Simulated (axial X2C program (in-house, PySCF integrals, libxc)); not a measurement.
# TeRu⁺: properties at the nuclei

Aim: properties at the nuclei of TeRu⁺, with spin–orbit coupling in the Hamiltonian from the start.

Program: an in-house X2C program for linear molecules on PySCF integrals. Level of theory: two-component X2C with atomic mean-field terms, Te dyall-cv3z, Ru dyall-cv3z. These are calculated values, not measurements.

**1. The job**

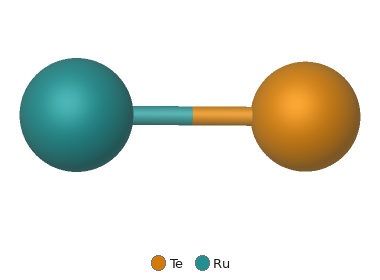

The two atoms at 2.420 Å (tellurium orange, ruthenium teal).

task.json

```json
{"zs": [52, 44], "q": 1, "bas": ["dyall-cv3z", "dyall-cv3z"], "r0": 2.42, "levels": ["PBE0", "HF", "BHandHLYP", "PBE50", "BP86"], "nst": 3}
```

Keys: zs atomic numbers; q charge; bas basis sets; r0 starting distance in Å; levels methods (HF also brings MP2); nst determinants followed.

Run with:

```bash
$ python soeom.py task.json out
```

Further steps of the session: Expectation values, lowest determinant; Expectation values, a higher determinant; Expectation values, a higher determinant.

**Question.** What will these runs give? Wanted: lowest determinant; Eeff magnitude; Ws magnitude Te; A∥/gI Te; qzz Te; higher determinant (for each run or level that gives them).

The runs gave:

| quantity | value |
| --- | --- |
| lowest determinant | Ω = 5/2 (excess of +ω over −ω: ω = 5/2) |
| Eeff magnitude (GV/cm), PBE0 | 4.03 |
| Ws magnitude Te (kHz), PBE0 | 0.343 |
| A∥/gI Te (MHz), PBE0 | -297 |
| qzz Te (a.u.), PBE0 | -3.09 |
| higher determinant | Ω = 3/2 (excess of +ω over −ω: ω = 3/2) |
| Eeff magnitude (GV/cm), PBE0, higher determinant | 5.03 |
| Ws magnitude Te (kHz), PBE0, higher determinant | 0.521 |
| A∥/gI Te (MHz), PBE0, higher determinant | 631 |
| qzz Te (a.u.), PBE0, higher determinant | -3.01 |
| higher determinant | Ω = 3/2 (excess of +ω over −ω: ω = 1/2, ω = -3/2, ω = 5/2) |
| Eeff magnitude (GV/cm), PBE0, higher determinant | 3.32 |
| Ws magnitude Te (kHz), PBE0, higher determinant | 0.334 |
| A∥/gI Te (MHz), PBE0, higher determinant | -126 |
| qzz Te (a.u.), PBE0, higher determinant | -2.35 |

**Reading.** In the first state, the effective field runs from 3.53 to 5.06 GV/cm over the mean-field levels. The expectation values come from single determinants, which for open shells can mix terms of unlike spin or miss the lowest Ω, so a determinant need not be a state. Eeff is the effective electric field on the electron dipole moment in this Ω state and Ws the scalar–pseudoscalar constant (defined with the proton number Z and per Ω); A∥ is the parallel hyperfine constant, which follows by multiplying with the nuclear g factor gI = μI/(I μN); qzz is the electric field gradient, eQq0 = 234.96 MHz × Q/barn × qzz. The operators were transformed with the bare-nucleus X2C matrices.
